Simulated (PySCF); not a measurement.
## A study: Cl₂H₄N₂Ti, SMILES `N[Ti](N)(Cl)Cl`

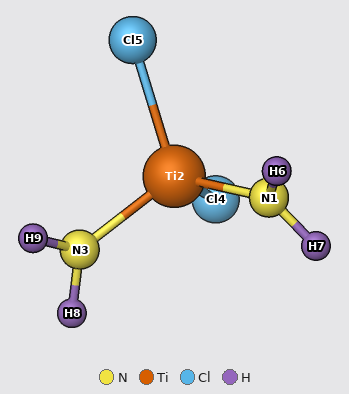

The molecule, with its atoms numbered as below. No frequency check shows the geometry to be a minimum.

Coordinates in Å:

```
N1      -0.0013   -1.3272   -1.5177
Ti2      0.0001   -0.2947    0.0001
N3       0.0017   -1.3276    1.5175
Cl4     -1.7587    0.9409    0.0009
Cl5      1.7584    0.9414   -0.0006
H6       0.8265   -1.7330   -1.9561
H7      -0.8299   -1.7300   -1.9575
H8      -0.8260   -1.7337    1.9559
H9       0.8303   -1.7368    1.9512
```

## 1. Bonding charge

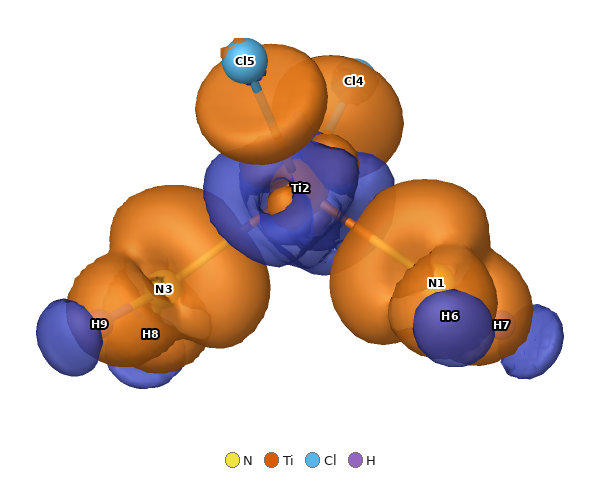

Deformation density (molecule less spherical, spin-averaged free atoms at the same positions), surfaces at ±0.07 e/Å³; orange: gain, blue: loss.

Method: PBE0/def2-TZVP; geometry: GFN2-xTB; program: PySCF. This is a single-reference result, which may miss multireference character in this system.

Question: How much density has each bond gained at its critical point, relative to the free atoms?

Answer: N1–H6, N1–H7, N3–H8 and N3–H9: +0.77 e/Å³ at the bond critical point (bond length 1.02 Å, Mayer order 0.9). Ti2–N3 and N1–Ti2: +0.25 e/Å³ at the bond critical point (bond length 1.84 Å, Mayer order 1.0). Ti2–Cl5 and Ti2–Cl4: +0.14 e/Å³ at the bond critical point (bond length 2.15 Å, Mayer order 1.1). In all, 2.1 electrons gather in the regions of gain relative to the promolecule. A small or negative value marks a very polar bond, one between electron-rich atoms, whose free-atom densities already overlap strongly, a long bond to a heavier atom, or a closed-shell contact such as a hydrogen bond.

Question: Where do the Hirshfeld charges lie?

Answer: The highest Hirshfeld charge is on Ti2 (+0.52 e), the lowest on N1 and N3 (−0.35 e).

```csv
atom,charge (e)
N1,−0.35
Ti2,+0.52
N3,−0.35
Cl4,−0.16
Cl5,−0.16
H6,+0.12
H7,+0.12
H8,+0.12
H9,+0.12
```

## 2. Local ionisation energy

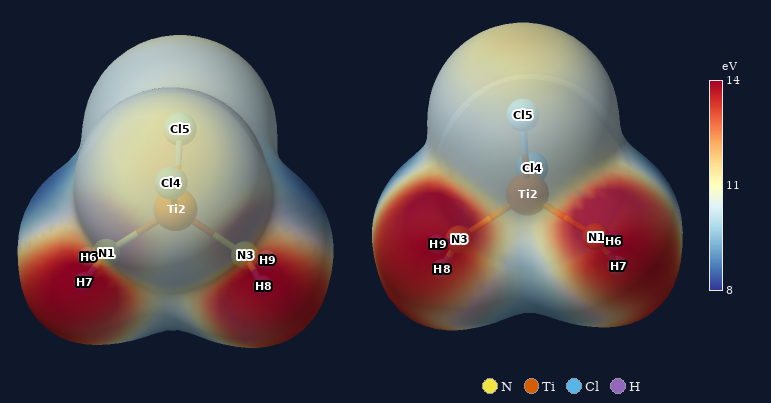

Average local ionisation energy on the surface of electron density 0.001 a.u. (back view left, front view right).

Question: Locate the minima of the map.

Answer: The lowest value is 8.5 eV, over N3, off the plane of its three bonds (2.1 Å), and at like points elsewhere. Further minima include 10.2 eV, 2.1 Å from Cl4, and at like points elsewhere. For comparison, the highest occupied orbital lies at −7.3 eV.

Question: What volume does the surface enclose, and what is the dipole moment?

Answer: About 140 Å³; the dipole moment is 3.6 D.

## 3. In an electric field

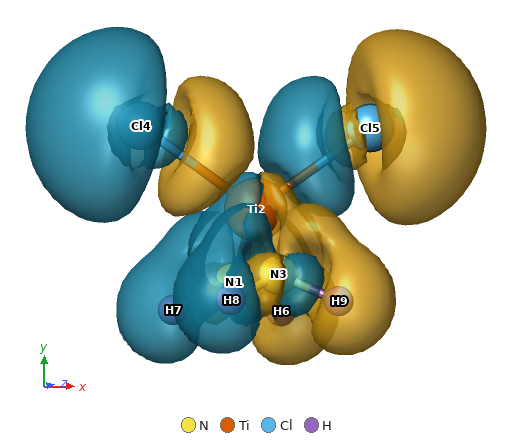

Change of the electron density in a uniform field of 0.21 V/Å, surfaces at ±0.001 e/Å³ (yellow: gain, teal: loss).

Computed with PySCF, PBE0/def2-TZVP, geometry: GFN2-xTB. This is a single-reference result, which may miss multireference character in this system. A basis without diffuse functions makes polarisabilities too small.

The field was applied in both directions; the picture shows the one opposite to the script's first.

Question: Along which Cartesian direction does the field point?

Answer: Along −x: electrons gather on the +x side, against the field.

Question: What dipole is induced, and what polarisability does it imply?

Answer: The induced dipole is 0.81 D (along the field); α along this axis, from the fields in both directions, is 80 bohr³ (11.9 Å³).

## 4. Removing or adding an electron

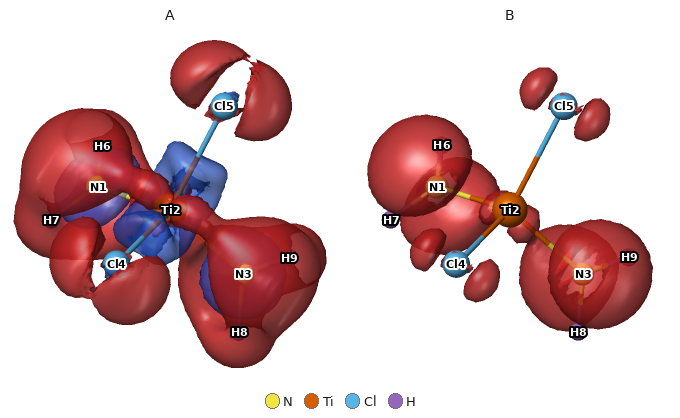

The Fukui function f⁻ from two separate SCF calculations and the density of the HOMO, at ±0.015 e/Å³ (red positive, blue negative).

Level of theory: PBE0/def2-TZVP (PySCF), at a geometry from GFN2-xTB. This is a single-reference result, which may miss multireference character in this system.

Question: Which panel is which, and how good is the frozen-orbital picture?

Answer: A is f⁻ (it has negative regions), B the HOMO density. The HOMO lies on N1 and N3 (36 % each) and Ti2 (9 %); f⁻ (Hirshfeld-condensed) is largest on N1 and N3 (0.20 each) and Cl4 and Cl5 (0.13 each); the vertical ionisation energy is 9.09 eV (the stability of the cation's solution wasn't checked). Relaxation shifts 33 % of the electron between atoms. The orbital energy is −7.30 eV.
